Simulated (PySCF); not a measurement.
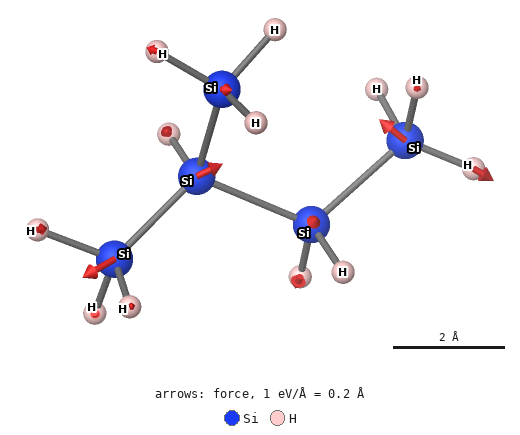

Starting geometry of Si₅H₁₂ with the computed forces as red arrows. A ball-and-stick model, seen from a free direction.

The start comes from GFN2-xTB. Its atoms were then displaced at random by about 0.03 Å.

Method: PBE0-D3(BJ)/def2-SVP geometry optimisation, gas phase in PySCF 2.14.0, density-fitted response routines. 

Q: Is this structure relaxed? If not, where do the atoms go?

A: It isn't relaxed: the largest force vector, on a Si atom, is 3.83 eV/Å. The final displacements follow the starting forces only in part (cosine between the two patterns 0.40). The largest move after the best rigid fit is that of an H atom, 0.30 Å. By element the largest moves are H 0.30 Å, Si 0.17 Å. Near-neighbour distances that change, for instance: Si–Si 2.173 → 2.343 Å, H–Si 1.394 → 1.495 Å, H–Si 1.414 → 1.497 Å, H–Si 1.562 → 1.496 Å. Bond angles that change, for instance: H–Si–H 96.4° → 108.7°, Si–Si–Si 118.7° → 109.6°, Si–Si–H 117.6° → 108.7°. Over 7 geometry steps the energy falls by 0.797 eV. Cost: 85 s on 1 thread of Arm Neoverse V1 (shared host).
